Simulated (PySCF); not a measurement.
**SiNH₅: NMR shielding calculation**

SiNH₅ (silanamine), SMILES N[SiH3], computed with GIAO PBE0/pcSseg-1 NMR shielding, non-relativistic, gas phase (PySCF 2.14.0).

The geometry comes from this level: PBE0-D3(BJ)/def2-SVP. Figures and captions count atoms from 1; the log counts them from 0 in places.

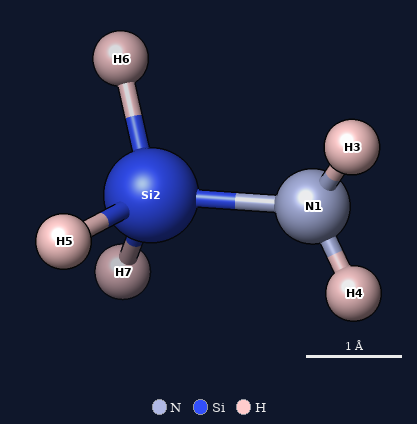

**Figure 1.** The input geometry (ball-and-stick view, seen at a tilt; atoms are numbered from 1 in the order of the input).

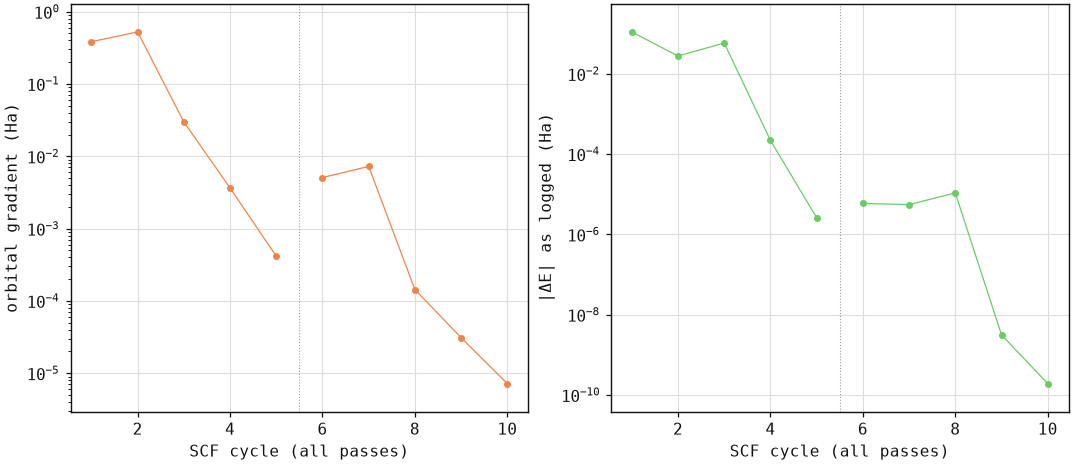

**Figure 2.** Convergence of the self-consistent field: orbital gradient and size of the energy change against the SCF cycle. The dotted line marks the change from a coarse to the final integration grid. The first 5 cycles use a coarse grid, the final grid takes over at cycle 6, and the field converges after 10 cycles in all.

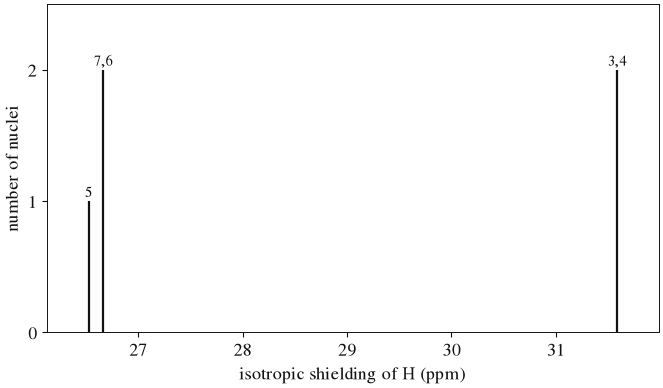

**Figure 3.** Isotropic shieldings of the hydrogen nuclei in this fixed geometry, labelled by atom number; shielding grows to the right, so chemical shift grows to the left. The least shielded is H5 (26.5 ppm), the most shielded H4 (31.6 ppm).

These pictures come from the run below.

## The input
```
{"job": {"kind": "nmr", "xc": "PBE0", "basis": "pcSseg-1"}, "charge": 0, "multiplicity": 1}
N      1.076707    -0.097585    -0.188536
Si    -0.640387     0.067958    -0.029097
H      1.679107     0.572840     0.276490
H      1.489839    -1.022992    -0.152679
H     -1.225259    -0.258098     1.317190
H     -0.991612     1.489169    -0.327181
H     -1.289856    -0.843502    -1.018897
```

The first line tells a small driver script what to run in PySCF; the rest is the geometry in Å.

Run as:
```bash
OMP_NUM_THREADS=1 python <driver script> task.json out
```

## The program's output
```
coarse grid: 5792 points
cycle   1  E = -347.0131330824  dE = -1.111e-01  |g| = 3.845e-01  |ddm| = 2.157e+00
cycle   2  E = -346.9852678367  dE =  2.787e-02  |g| = 5.246e-01  |ddm| = 6.816e-01
cycle   3  E = -347.0440344714  dE = -5.877e-02  |g| = 2.991e-02  |ddm| = 4.347e-01
cycle   4  E = -347.0442541539  dE = -2.197e-04  |g| = 3.657e-03  |ddm| = 3.325e-02
cycle   5  E = -347.0442567584  dE = -2.605e-06  |g| = 4.156e-04  |ddm| = 4.311e-03
final grid: 49784 points
cycle   6  E = -347.0520111078  dE = -5.895e-06  |g| = 5.077e-03  |ddm| = 8.301e-03
cycle   7  E = -347.0520055807  dE =  5.527e-06  |g| = 7.246e-03  |ddm| = 8.484e-03
cycle   8  E = -347.0520163771  dE = -1.080e-05  |g| = 1.438e-04  |ddm| = 5.055e-03
cycle   9  E = -347.0520163803  dE = -3.128e-09  |g| = 3.104e-05  |ddm| = 1.525e-04
cycle  10  E = -347.0520163805  dE = -1.915e-10  |g| = 7.204e-06  |ddm| = 3.902e-05
converged SCF energy = -347.0520163805

GIAO shielding tensors (ppm)
atom      isotropic    diamagn.    paramagn.     s11        s22        s33       span
  0 N      268.632     317.179     -48.547    232.692    263.080    310.125     77.433
  1 Si     406.120     878.293    -472.173    361.065    382.429    474.866    113.800
  2 H       31.567      30.627       0.940     24.037     27.582     43.081     19.044
  3 H       31.604      30.588       1.016     24.065     27.607     43.141     19.076
  4 H       26.526      28.566      -2.041     23.042     24.837     31.698      8.656
  5 H       26.669      28.599      -1.930     23.629     25.187     31.192      7.563
  6 H       26.661      28.554      -1.893     23.548     25.204     31.230      7.682
```

## Summary

- outcome: converged
- total energy: −347.052016 hartree
- HOMO: −7.36 eV
- LUMO: 0.65 eV
- dipole moment: 1.38 D
- isotropic shielding, N: 268.6 ppm
- isotropic shielding, Si: 406.1 ppm
- isotropic shielding, H: 26.5 to 31.6 ppm
- hardware: 1 CPU thread, shared host
- wall time: 2.5 s
- peak memory: 0.31 GiB
